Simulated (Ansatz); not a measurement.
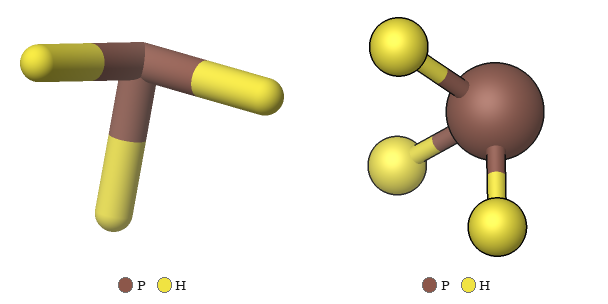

Two views of one molecule.

Computed geometry: PBE0-D4/def2-TZVP optimisation. No frequency run is at hand to confirm it as a minimum.

> Which formula does it have?

PH₃, 4 atoms: 1 phosphorus and 3 hydrogen.

> How many sets of symmetry-equivalent atoms are there?

2: 1 P, 3 H.

> Which point group does it belong to?

C3v.

> How many bonds of each kind are drawn?

3 P–H. Sticks follow a distance rule.

More results for the same structure follow; atom numbers are the same in all pictures, views and colours differ.

**Dipole moment**

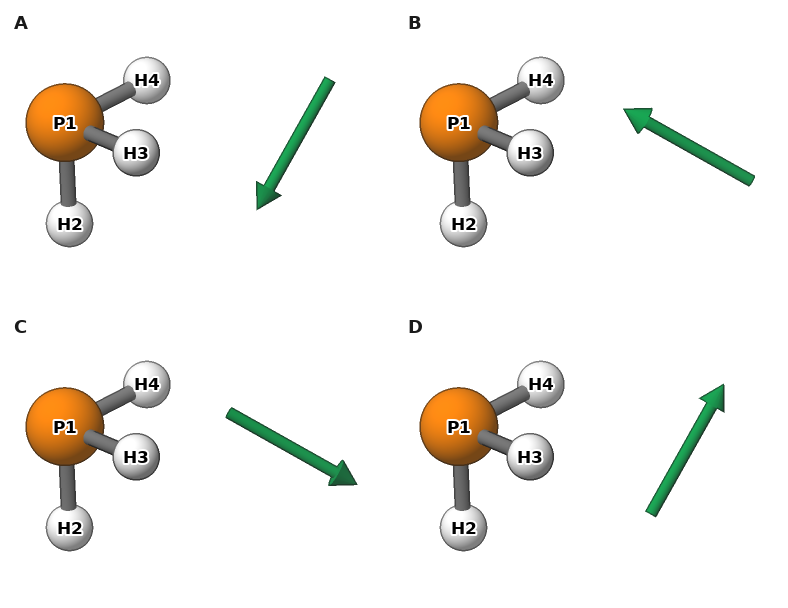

The same molecule four times, each with an arrow. No frequency run is at hand to confirm it as a minimum. Properties computed with RKS PBE0-D4/def2-TZVP (Ansatz 0.2.0).

> Which arrow points along the dipole moment, from the negative to the positive end?

C. The dipole moment is 0.70 D; it points from the side of P1 to the side of H2, H3, H4 (the outermost atoms at the two ends).

**Electronic properties**

No frequency run is at hand to confirm it as a minimum. Properties computed with RKS PBE0-D4/def2-TZVPPD (Ansatz 0.2.0).

Computed properties:

- HOMO energy (Kohn–Sham orbital): −7.88 eV
- LUMO energy (Kohn–Sham orbital): 0.27 eV
- HOMO–LUMO gap: 8.15 eV

**Charges**

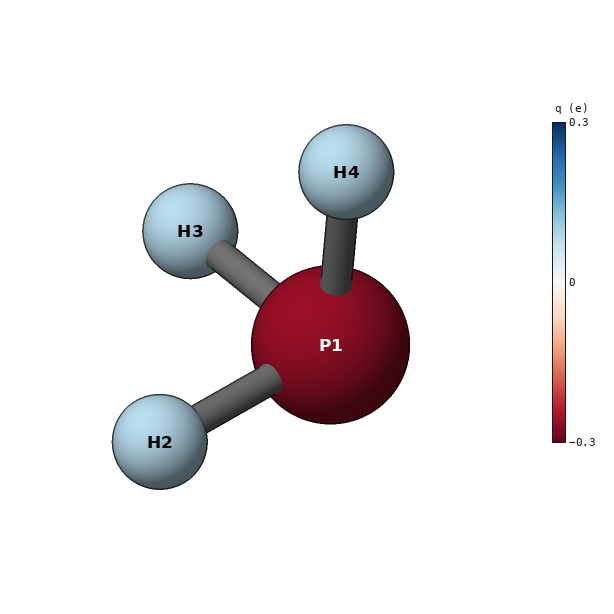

Atoms are coloured by their Mulliken charges. No frequency run is at hand to confirm it as a minimum. Level of theory: RKS PBE0-D4/def2-TZVP (Ansatz 0.2.0).

Give the Mulliken charges atom by atom.

| atom | value (e) |
| --- | --- |
| P1 | −0.26 |
| H2 | 0.09 |
| H3 | 0.09 |
| H4 | 0.09 |

Mulliken values depend strongly on the basis set and can even reverse the polarity of a bond.
